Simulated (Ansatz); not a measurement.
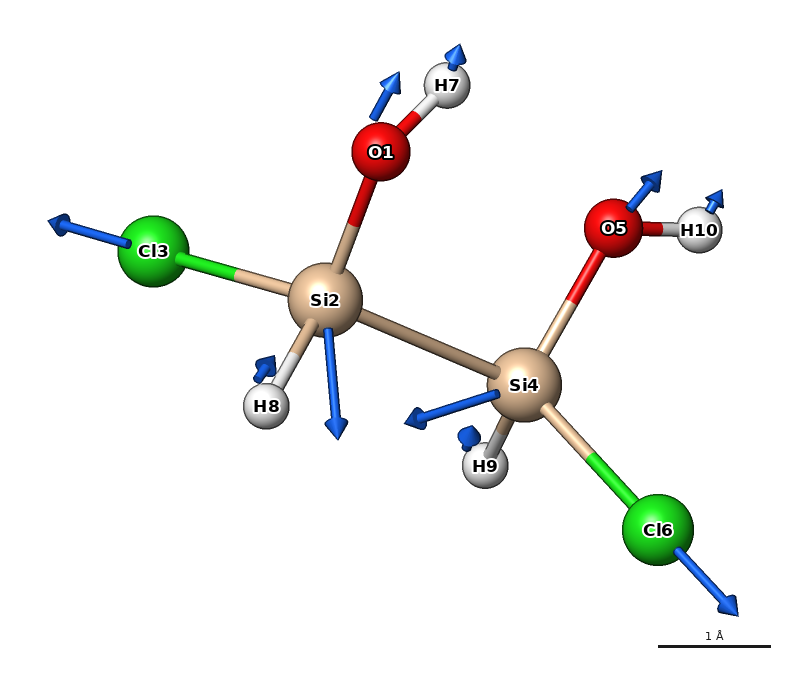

Arrows show the forces on the atoms, 4 Å of arrow for 1 eV/Å; forces under a tenth of the largest aren't drawn. Level of theory: B3LYP-D4/def2-TZVPP (Ansatz 0.2.0).

List the force components in the frame of the picture (x right, y up, z towards the viewer), in eV/Å.

```tsv
atom	Fx	Fy	Fz
O1	0.06	0.11	0.04
Si2	0.02	−0.25	0.14
Cl3	−0.18	0.05	−0.15
Si4	−0.21	−0.07	−0.15
O5	0.07	0.09	−0.05
Cl6	0.14	−0.15	0.12
H7	0.02	0.06	0.04
H8	0.04	0.06	−0.06
H9	0.01	0.05	0.07
H10	0.03	0.05	−0.01
```
